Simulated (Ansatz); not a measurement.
Consider B2H7NOSi.

Input

```
crystal:
  periodic: [false, false, false]
  atoms:
    - { symbol: B, position_ang: [0.3066, 1.5911, 1.1503] }
    - { symbol: O, position_ang: [-0.6781, 0.5588, 1.4834] }
    - { symbol: Si, position_ang: [-0.494, -0.6915, 0.3032] }
    - { symbol: B, position_ang: [-0.968, -0.1212, -1.4585] }
    - { symbol: "N", position_ang: [1.247, -1.2505, 0.2526] }
    - { symbol: H, position_ang: [1.3411, 1.671, 1.6096] }
    - { symbol: H, position_ang: [-0.0597, 2.5148, 0.4287] }
    - { symbol: H, position_ang: [-1.2629, -1.8149, 0.7086] }
    - { symbol: H, position_ang: [-1.9238, -0.6816, -1.9502] }
    - { symbol: H, position_ang: [-0.5024, 0.7728, -1.9696] }
    - { symbol: H, position_ang: [1.26089, -2.17937, 0.66468] }
    - { symbol: H, position_ang: [1.81582, -0.59109, 0.83611] }
basis:
  gaussian: { orbitals: def2-SVP }
hamiltonian:
  xc: { name: BHLYP }
relax:
  f_tol: 0.015
  max_steps: 40
output:
  orbitals: {}
```

Command:

```sh
ansatz run input.yaml --threads 2 --pin off --max-ram 3072MiB --backend cpu --events-out ev --progress --plain --runs-dir out
```

The fields are those of the relaxed geometry.

Theory: Ansatz, RKS BHLYP/def2-SVP.

Question: Predict the electron density and electron localisation function between the atoms.

Answer: B–O (1.33 Å): the density is about 2.2 e/Å³ at the midpoint; the ELF peaks at about 0.90 between the atoms; a polar covalent bond.
Si–O (1.69 Å): the density is about 0.99 e/Å³ at the midpoint; the ELF peaks at about 0.90 between the atoms (a polar covalent bond).
Si–N (1.71 Å): ρ at the midpoint is about 1.1 e/Å³; the ELF peaks at about 0.95 between the atoms; a shared but strongly polarised pair.
B–H (1.21 Å): the density is about 1.2 e/Å³ at the midpoint; the ELF climbs to about 1 towards the hydrogen, as it does in any bond to H: an ordinary covalent bond to hydrogen.

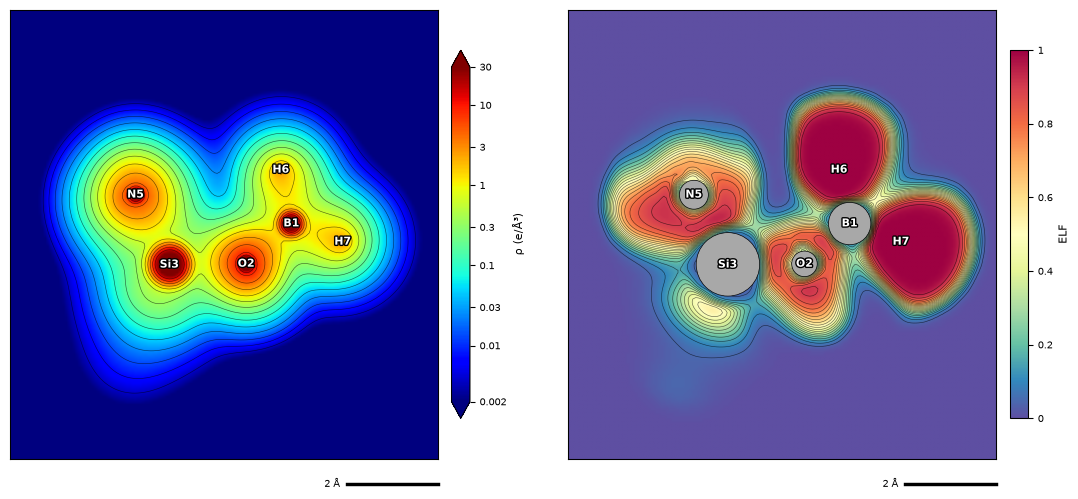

Computed electron density and electron localisation function on the plane of atoms B1, O2 and Si3, in this order. Grey discs cover the atomic cores in the ELF map. 
